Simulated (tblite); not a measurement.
# Geometry relaxation, with input and output: C3H10FOSi2 (part 3 of 4)

The same run, continued: C3H10FOSi2, multiplicity 2, SMILES CC(C)[SiH]O[SiH2]F; GFN2-xTB geometry optimisation, gas phase (tblite 0.8.0). It belongs to a series of runs on one base structure; here: H removed from Si.

Geometry of the input (Å):
```
C  -1.3014  1.1212  0.5911
C  -1.1977  0.0110  -0.4464
C  -1.9887  -1.1931  -0.0179
Si 0.5688  -0.3759  -0.8609
O  1.5162  -0.7713  0.5450
Si 3.0606  -0.0697  0.2249
F  4.3059  -0.8691  1.0098
H  -1.5668  0.7056  1.5964
H  -0.3389  1.6438  0.5838
H  -2.1264  1.7780  0.2561
H  -1.6630  0.4119  -1.3704
H  -2.4925  -1.5816  -0.9475
H  -1.3774  -2.0044  0.3891
H  -2.8388  -0.9330  0.6590
H  1.1559  0.8585  -1.4189
H  3.2799  -0.0261  -1.2205
H  2.9971  1.3064  0.7161
```

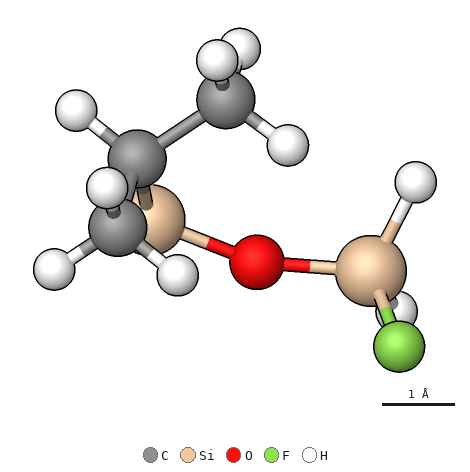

The geometry at step 104 of the log (ball-and-stick view, seen at a tilt).

**Trajectory as extended XYZ, continued**
```
17
Properties=species:S:1:pos:R:3:forces:R:3 step=79 energy=-650.21391
C    -1.0067    1.0681    0.6096   -0.0240   0.0010  -0.0030
C    -1.2753    0.0792   -0.5257    0.0000   0.0160   0.0250
C    -1.9432   -1.1793    0.0312   -0.0120   0.0350  -0.0110
Si    0.3444   -0.2863   -1.4905   -0.0590  -0.0330  -0.0300
O     1.5846   -0.4386   -0.4354   -0.0040   0.0070  -0.0470
Si    2.8917   -0.0136    0.3894    0.0440  -0.0540   0.0270
F     3.0864   -1.1755    1.4778   -0.0080   0.0370  -0.0250
H    -0.2209    0.6922    1.2599    0.0140  -0.0130   0.0440
H    -0.7006    2.0399    0.2277    0.0340  -0.0080  -0.0410
H    -1.9045    1.2096    1.2119   -0.0080   0.0060  -0.0230
H    -1.9793    0.5431   -1.2257    0.0240   0.0020  -0.0170
H    -2.1927   -1.8765   -0.7675    0.0240   0.0310   0.0460
H    -1.2891   -1.6803    0.7403    0.0390  -0.0220  -0.0100
H    -2.8614   -0.9102    0.5544   -0.0050  -0.0400  -0.0130
H     0.7646    0.7719   -2.4136   -0.0350   0.0220   0.0230
H     4.0455   -0.0379   -0.4879   -0.0030  -0.0260   0.0110
H     2.6497    1.2065    1.1332   -0.0190   0.0370   0.0470
17
Properties=species:S:1:pos:R:3:forces:R:3 step=82 energy=-650.21726
C    -1.0063    1.0751    0.6109    0.0160  -0.0280  -0.0180
C    -1.2742    0.0845   -0.5231    0.0040  -0.0160  -0.0030
C    -1.9344   -1.1769    0.0343    0.0280  -0.0120   0.0350
Si    0.3397   -0.2908   -1.4990   -0.0510   0.0130   0.0390
O     1.5943   -0.4585   -0.4623    0.0350   0.0310  -0.0230
Si    2.8861   -0.0208    0.3848   -0.0290   0.0210  -0.0230
F     3.0655   -1.1760    1.4797    0.0070  -0.0130   0.0160
H    -0.2335    0.6933    1.2745    0.0280  -0.0040   0.0040
H    -0.6861    2.0404    0.2240    0.0360  -0.0080  -0.0130
H    -1.9064    1.2279    1.2052   -0.0460   0.0170  -0.0300
H    -1.9740    0.5492   -1.2272   -0.0020  -0.0100   0.0140
H    -2.1891   -1.8741   -0.7589    0.0410  -0.0250  -0.0700
H    -1.2663   -1.6768    0.7317    0.0210  -0.0200   0.0060
H    -2.8522   -0.9324    0.5658   -0.0270   0.0660   0.0410
H     0.7505    0.7839   -2.4056   -0.0200   0.0270  -0.0090
H     4.0586   -0.0368   -0.4695   -0.0360  -0.0310   0.0190
H     2.6207    1.2009    1.1236   -0.0050  -0.0070   0.0140
17
Properties=species:S:1:pos:R:3:forces:R:3 step=86 energy=-650.22103
C    -1.0064    1.0773    0.6191    0.0070   0.0110  -0.0020
C    -1.2728    0.0911   -0.5179    0.0060  -0.0090   0.0120
C    -1.9166   -1.1773    0.0427   -0.0130  -0.0030  -0.0060
Si    0.3242   -0.2841   -1.5155    0.0500   0.0280  -0.0100
O     1.6154   -0.4501   -0.5236   -0.0040   0.0370   0.0140
Si    2.8720   -0.0251    0.3800    0.0010  -0.0010   0.0200
F     3.0146   -1.1869    1.4754   -0.0200   0.0000   0.0020
H    -0.2512    0.6824    1.2967   -0.0030   0.0050  -0.0090
H    -0.6608    2.0365    0.2375    0.0210  -0.0140  -0.0050
H    -1.9186    1.2471    1.1939    0.0320   0.0060  -0.0400
H    -1.9792    0.5559   -1.2156   -0.0140  -0.0270   0.0200
H    -2.1451   -1.8816   -0.7558    0.0000   0.0110   0.0440
H    -1.2413   -1.6577    0.7479   -0.0120  -0.0310  -0.0110
H    -2.8426   -0.9407    0.5688    0.0340   0.0010  -0.0210
H     0.7262    0.7794   -2.4405   -0.0420   0.0210   0.0070
H     4.0755   -0.0472   -0.4260   -0.0100  -0.0290  -0.0250
H     2.5998    1.1929    1.1220   -0.0320  -0.0030   0.0100
17
Properties=species:S:1:pos:R:3:forces:R:3 step=89 energy=-650.22359
C    -0.9943    1.0813    0.6136    0.0200  -0.0110  -0.0090
C    -1.2677    0.0912   -0.5164    0.0420  -0.0080  -0.0280
C    -1.9026   -1.1776    0.0501    0.0490  -0.0180  -0.0160
Si    0.3240   -0.2755   -1.5254   -0.0210  -0.0020  -0.0490
O     1.6232   -0.4690   -0.5527   -0.0280   0.0280   0.0320
Si    2.8500   -0.0304    0.3839    0.0440  -0.0380   0.0400
F     2.9875   -1.1875    1.4864   -0.0410   0.0200  -0.0160
H    -0.2374    0.6882    1.2907   -0.0280   0.0040   0.0050
H    -0.6459    2.0364    0.2256    0.0110   0.0090  -0.0050
H    -1.9085    1.2525    1.1822    0.0310   0.0380   0.0220
H    -1.9822    0.5537   -1.2063   -0.0200  -0.0220  -0.0080
H    -2.1369   -1.8788   -0.7473   -0.0480  -0.0140  -0.0030
H    -1.2125   -1.6638    0.7363   -0.0310  -0.0120   0.0440
H    -2.8208   -0.9426    0.5890    0.0320  -0.0180  -0.0010
H     0.7110    0.8071   -2.4321   -0.0160   0.0380  -0.0090
H     4.0636   -0.0569   -0.4052    0.0130  -0.0020  -0.0160
H     2.5425    1.1838    1.1164   -0.0090   0.0090   0.0160
17
Properties=species:S:1:pos:R:3:forces:R:3 step=93 energy=-650.22813
C    -0.9838    1.0847    0.6104   -0.0160   0.0040  -0.0160
C    -1.2599    0.0841   -0.5118   -0.0290   0.0020   0.0000
C    -1.8874   -1.1889    0.0545   -0.0030   0.0120   0.0140
Si    0.3218   -0.2646   -1.5391   -0.0010   0.0020  -0.0010
O     1.6361   -0.4307   -0.5808    0.0020   0.0400   0.0180
Si    2.8525   -0.0288    0.3892   -0.0460  -0.0080  -0.0490
F     2.9389   -1.1944    1.4868   -0.0190  -0.0130   0.0040
H    -0.2477    0.6879    1.3072   -0.0090  -0.0130  -0.0080
H    -0.6079    2.0262    0.2122    0.0040  -0.0190   0.0030
H    -1.9019    1.2906    1.1631    0.0440  -0.0020  -0.0050
H    -1.9901    0.5389   -1.1923    0.0340  -0.0210  -0.0120
H    -2.1222   -1.8869   -0.7463   -0.0190  -0.0150   0.0230
H    -1.2081   -1.6772    0.7493    0.0280  -0.0030   0.0000
H    -2.8073   -0.9553    0.5897   -0.0090  -0.0070   0.0110
H     0.6545    0.8335   -2.4484    0.0310   0.0330  -0.0120
H     4.0774   -0.0845   -0.3871   -0.0430   0.0240   0.0500
H     2.5279    1.1775    1.1322    0.0510  -0.0160  -0.0210
17
Properties=species:S:1:pos:R:3:forces:R:3 step=97 energy=-650.23164
C    -0.9609    1.0865    0.6042    0.0380  -0.0100   0.0380
C    -1.2486    0.0879   -0.5161    0.0080  -0.0160   0.0050
C    -1.8502   -1.1889    0.0685   -0.0230  -0.0320   0.0090
Si    0.3134   -0.2427   -1.5820   -0.0360   0.0350  -0.0100
O     1.6383   -0.4243   -0.6414   -0.0400   0.0140  -0.0310
Si    2.8025   -0.0431    0.3939   -0.0020  -0.0100   0.0480
F     2.8367   -1.2112    1.4935   -0.0430  -0.0050  -0.0250
H    -0.2212    0.6797    1.2936   -0.0110   0.0280  -0.0390
H    -0.5857    2.0294    0.2080    0.0030  -0.0340   0.0080
H    -1.8697    1.2920    1.1722    0.0250  -0.0030  -0.0350
H    -1.9982    0.5339   -1.1773   -0.0140   0.0090  -0.0570
H    -2.0885   -1.9015   -0.7189    0.0120   0.0000   0.0130
H    -1.1577   -1.6608    0.7637   -0.0030   0.0210  -0.0330
H    -2.7693   -0.9583    0.6060   -0.0050  -0.0180   0.0490
H     0.6321    0.8661   -2.4905    0.0210  -0.0240   0.0570
H     4.0628   -0.0936   -0.3125    0.0440   0.0000  -0.0250
H     2.4572    1.1610    1.1241    0.0250   0.0440   0.0290
17
Properties=species:S:1:pos:R:3:forces:R:3 step=100 energy=-650.23501
C    -0.9381    1.0844    0.5961   -0.0040  -0.0020  -0.0120
C    -1.2451    0.0797   -0.5147   -0.0050   0.0140  -0.0310
C    -1.8363   -1.1976    0.0792    0.0240  -0.0070   0.0010
Si    0.3011   -0.2229   -1.6081    0.0040  -0.0120   0.0080
O     1.6387   -0.3815   -0.6820    0.0220   0.0000   0.0180
Si    2.7721   -0.0457    0.4027    0.0370   0.0000   0.0140
F     2.7534   -1.2251    1.4914   -0.0630   0.0000  -0.0390
H    -0.1964    0.6806    1.2833    0.0070  -0.0110  -0.0350
H    -0.5572    2.0179    0.1857    0.0160   0.0000  -0.0020
H    -1.8363    1.3097    1.1709   -0.0300  -0.0200  -0.0200
H    -1.9970    0.5205   -1.1777   -0.0650   0.0290   0.0180
H    -2.0709   -1.9186   -0.7005   -0.0190   0.0070  -0.0190
H    -1.1324   -1.6601    0.7673    0.0170   0.0050   0.0200
H    -2.7521   -0.9732    0.6253    0.0080  -0.0100   0.0300
H     0.5952    0.9006   -2.5060    0.0200  -0.0200   0.0470
H     4.0548   -0.1150   -0.2635    0.0180  -0.0050  -0.0210
H     2.4393    1.1584    1.1397    0.0120   0.0320   0.0210
17
Properties=species:S:1:pos:R:3:forces:R:3 step=104 energy=-650.23932
C    -0.9288    1.0796    0.5832   -0.0180   0.0000  -0.0300
C    -1.2514    0.0733   -0.5214   -0.0290  -0.0040   0.0080
C    -1.8335   -1.2044    0.0858   -0.0050   0.0330  -0.0140
Si    0.2980   -0.2167   -1.6134    0.0050  -0.0410   0.0360
O     1.6402   -0.3385   -0.6878    0.0870   0.0230   0.0530
Si    2.7735   -0.0366    0.4102   -0.0590  -0.0220  -0.0540
F     2.6871   -1.2353    1.4749   -0.0090   0.0150  -0.0110
H    -0.1784    0.6742    1.2584   -0.0070  -0.0380   0.0190
H    -0.5405    2.0085    0.1692   -0.0340   0.0180  -0.0150
H    -1.8224    1.3071    1.1639    0.0010   0.0080   0.0010
H    -2.0133    0.5132   -1.1769   -0.0030  -0.0110   0.0450
H    -2.0778   -1.9255   -0.6928    0.0140   0.0110   0.0410
H    -1.1239   -1.6604    0.7741    0.0140   0.0010  -0.0480
H    -2.7448   -0.9818    0.6432    0.0350   0.0050  -0.0130
H     0.5806    0.9155   -2.4980    0.0200   0.0270  -0.0200
H     4.0630   -0.1286   -0.2454   -0.0320  -0.0120   0.0120
H     2.4652    1.1682    1.1618    0.0180  -0.0130  -0.0110
17
Properties=species:S:1:pos:R:3:forces:R:3 step=107 energy=-650.24118
C    -0.9146    1.0805    0.5748    0.0040   0.0030   0.0190
C    -1.2480    0.0752   -0.5252    0.0130   0.0000  -0.0060
C    -1.8078   -1.2039    0.0956    0.0080  -0.0110  -0.0020
Si    0.2929   -0.2050   -1.6336    0.0050   0.0090  -0.0040
O     1.6496   -0.3269   -0.7276   -0.0120   0.0100  -0.0050
Si    2.7399   -0.0428    0.4137    0.0090  -0.0220   0.0090
F     2.6036   -1.2468    1.4679   -0.0090   0.0240  -0.0070
H    -0.1686    0.6628    1.2483   -0.0120  -0.0030   0.0240
H    -0.5172    2.0066    0.1630   -0.0350   0.0100  -0.0180
H    -1.8056    1.3150    1.1564   -0.0010   0.0170   0.0150
H    -2.0232    0.5120   -1.1641   -0.0190  -0.0130  -0.0090
H    -2.0549   -1.9353   -0.6704    0.0050  -0.0060  -0.0190
H    -1.0818   -1.6474    0.7742    0.0170  -0.0040  -0.0220
H    -2.7132   -0.9910    0.6639    0.0110   0.0250   0.0160
H     0.5688    0.9396   -2.5092    0.0040  -0.0160   0.0080
H     4.0476   -0.1429   -0.1989    0.0040  -0.0210  -0.0040
H     2.4255    1.1625    1.1601    0.0090   0.0000   0.0040
17
Properties=species:S:1:pos:R:3:forces:R:3 step=111 energy=-650.24217
C    -0.9108    1.0810    0.5728   -0.0240   0.0040  -0.0070
C    -1.2472    0.0730   -0.5252   -0.0110   0.0050   0.0120
C    -1.7964   -1.2090    0.0993    0.0070   0.0050   0.0020
Si    0.2909   -0.1967   -1.6401   -0.0100   0.0010  -0.0010
O     1.6563   -0.2987   -0.7449   -0.0270   0.0010  -0.0220
Si    2.7329   -0.0429    0.4142    0.0190   0.0420   0.0040
F     2.5543   -1.2474    1.4581   -0.0060  -0.0430   0.0480
H    -0.1763    0.6560    1.2547    0.0040   0.0300  -0.0030
H    -0.5056    2.0007    0.1545    0.0070   0.0020   0.0030
H    -1.8001    1.3346    1.1484   -0.0300  -0.0170   0.0140
H    -2.0319    0.5027   -1.1584    0.0150  -0.0030  -0.0060
H    -2.0428   -1.9426   -0.6659   -0.0110   0.0160   0.0120
H    -1.0629   -1.6472    0.7727    0.0200  -0.0160  -0.0110
H    -2.6976   -0.9955    0.6755    0.0250  -0.0110  -0.0100
H     0.5558    0.9493   -2.5145    0.0030   0.0050  -0.0160
H     4.0460   -0.1656   -0.1825    0.0030  -0.0170   0.0000
H     2.4284    1.1602    1.1704    0.0160  -0.0060  -0.0180
17
Properties=species:S:1:pos:R:3:forces:R:3 step=114 energy=-650.24342
C    -0.9162    1.0838    0.5697    0.0020   0.0070  -0.0040
C    -1.2491    0.0738   -0.5266    0.0090  -0.0130  -0.0100
C    -1.7924   -1.2081    0.1001    0.0160  -0.0130  -0.0070
Si    0.2908   -0.1953   -1.6404    0.0050   0.0060   0.0230
O     1.6539   -0.3125   -0.7423    0.0010   0.0060   0.0060
Si    2.7336   -0.0474    0.4142   -0.0330  -0.0170  -0.0090
F     2.5513   -1.2451    1.4678    0.0090  -0.0080   0.0100
H    -0.1714    0.6670    1.2459    0.0030   0.0250  -0.0120
H    -0.5224    2.0056    0.1453   -0.0060   0.0170   0.0270
H    -1.8024    1.3257    1.1555   -0.0260  -0.0010  -0.0120
H    -2.0366    0.4958   -1.1609    0.0120   0.0250  -0.0070
H    -2.0615   -1.9336   -0.6641   -0.0080  -0.0050  -0.0130
H    -1.0459   -1.6576    0.7519   -0.0120  -0.0040   0.0110
H    -2.6810   -0.9889    0.6921    0.0220  -0.0310   0.0300
H     0.5668    0.9578   -2.5010   -0.0020   0.0120  -0.0300
H     4.0483   -0.1681   -0.1789   -0.0010  -0.0290  -0.0040
H     2.4272    1.1591    1.1607    0.0110   0.0230   0.0020
17
Properties=species:S:1:pos:R:3:forces:R:3 step=118 energy=-650.24667
C    -0.9234    1.0992    0.5594    0.0090   0.0080   0.0010
C    -1.2456    0.0755   -0.5292    0.0220   0.0160  -0.0050
C    -1.7411   -1.2194    0.1086   -0.0260   0.0130   0.0080
Si    0.2848   -0.1663   -1.6589    0.0100   0.0310  -0.0550
O     1.6616   -0.2966   -0.7854   -0.0040  -0.0100   0.0560
Si    2.6945   -0.0645    0.4187    0.0390  -0.0410   0.0460
F     2.4385   -1.2506    1.4742   -0.0070   0.0480  -0.0320
H    -0.1795    0.6932    1.2420    0.0100  -0.0100   0.0110
H    -0.5245    2.0156    0.1294   -0.0280   0.0460   0.0010
H    -1.8107    1.3504    1.1425    0.0000  -0.0350  -0.0600
H    -2.0518    0.4733   -1.1562    0.0140   0.0240   0.0220
H    -2.0670   -1.9300   -0.6475    0.0180  -0.0080  -0.0080
H    -0.9572   -1.6810    0.7045    0.0280  -0.0070   0.0000
H    -2.5829   -1.0063    0.7645   -0.0570  -0.0430   0.0510
H     0.5656    1.0023   -2.4984   -0.0290   0.0020  -0.0270
H     4.0238   -0.2424   -0.1269   -0.0090  -0.0170   0.0040
H     2.4079    1.1598    1.1474    0.0110  -0.0170  -0.0140
17
Properties=species:S:1:pos:R:3:forces:R:3 step=122 energy=-650.25092
C    -0.9354    1.1090    0.5570    0.0280   0.0010   0.0050
C    -1.2383    0.0772   -0.5315   -0.0180   0.0090   0.0440
C    -1.7146   -1.2251    0.1158    0.0020   0.0000  -0.0060
Si    0.2880   -0.1418   -1.6744   -0.0120  -0.0270   0.0630
O     1.6576   -0.2398   -0.7835   -0.0340  -0.0100  -0.0510
Si    2.6917   -0.0722    0.4277    0.0230   0.0220  -0.0180
F     2.3627   -1.2495    1.4672   -0.0150  -0.0300   0.0640
H    -0.1969    0.7055    1.2501   -0.0390   0.0450  -0.0180
H    -0.5402    2.0342    0.1361   -0.0470  -0.0520   0.0060
H    -1.8393    1.3487    1.1211    0.0630  -0.0320  -0.0310
H    -2.0515    0.4655   -1.1546   -0.0210  -0.0010   0.0110
H    -2.0566   -1.9334   -0.6377    0.0170   0.0310   0.0250
H    -0.9119   -1.6920    0.6852    0.0040   0.0420  -0.0290
H    -2.5391   -1.0276    0.8034    0.0230  -0.0120  -0.0580
H     0.5517    1.0124   -2.5357   -0.0160   0.0270  -0.0150
H     4.0112   -0.3230   -0.1095    0.0260  -0.0070   0.0030
H     2.4541    1.1638    1.1523    0.0160  -0.0040   0.0070
17
Properties=species:S:1:pos:R:3:forces:R:3 step=125 energy=-650.25285
C    -0.9369    1.1144    0.5554   -0.0080   0.0070   0.0080
C    -1.2403    0.0813   -0.5292    0.0080   0.0000  -0.0120
C    -1.6978   -1.2260    0.1180    0.0130  -0.0130  -0.0120
Si    0.2834   -0.1301   -1.6788   -0.0190   0.0020  -0.0020
O     1.6557   -0.2411   -0.7937    0.0150  -0.0070   0.0140
Si    2.6802   -0.0834    0.4294   -0.0050  -0.0120  -0.0020
F     2.3232   -1.2475    1.4791    0.0050   0.0250  -0.0110
H    -0.1898    0.7242    1.2457   -0.0130   0.0260  -0.0280
H    -0.5597    2.0397    0.1231   -0.0140   0.0110   0.0240
H    -1.8385    1.3439    1.1254    0.0350  -0.0090  -0.0100
H    -2.0625    0.4631   -1.1449   -0.0020   0.0010   0.0090
H    -2.0531   -1.9270   -0.6338   -0.0010  -0.0100  -0.0090
H    -0.8790   -1.6945    0.6610    0.0060   0.0290   0.0120
H    -2.5078   -1.0391    0.8242    0.0160  -0.0040  -0.0330
H     0.5573    1.0217   -2.5464   -0.0380  -0.0190   0.0420
H     4.0051   -0.3471   -0.0917   -0.0100  -0.0210   0.0090
H     2.4535    1.1595    1.1463    0.0120  -0.0060   0.0030
17
Properties=species:S:1:pos:R:3:forces:R:3 step=129 energy=-650.25545
C    -0.9350    1.1268    0.5460   -0.0200   0.0170   0.0110
C    -1.2369    0.0855   -0.5317   -0.0060   0.0310  -0.0060
C    -1.6555   -1.2328    0.1177    0.0230   0.0280  -0.0070
Si    0.2749   -0.1129   -1.6944    0.0130   0.0120   0.0020
O     1.6473   -0.2116   -0.8057    0.0310   0.0030   0.0090
Si    2.6507   -0.0958    0.4400   -0.0100  -0.0110  -0.0270
F     2.2172   -1.2389    1.4835   -0.0050   0.0040   0.0200
H    -0.1638    0.7614    1.2222   -0.0030   0.0020  -0.0270
H    -0.5958    2.0649    0.1085   -0.0040  -0.0180   0.0020
H    -1.8298    1.3312    1.1338    0.0000  -0.0050   0.0160
H    -2.0771    0.4548   -1.1284   -0.0150   0.0040  -0.0380
H    -2.0333   -1.9298   -0.6269    0.0380  -0.0220  -0.0060
H    -0.8083   -1.6866    0.6253    0.0210  -0.0460   0.0290
H    -2.4381   -1.0655    0.8555   -0.0480   0.0200   0.0180
H     0.5378    1.0393   -2.5614   -0.0200   0.0060   0.0220
H     3.9706   -0.4355   -0.0488   -0.0100   0.0000   0.0050
H     2.4681    1.1576    1.1538    0.0150  -0.0250  -0.0240
```
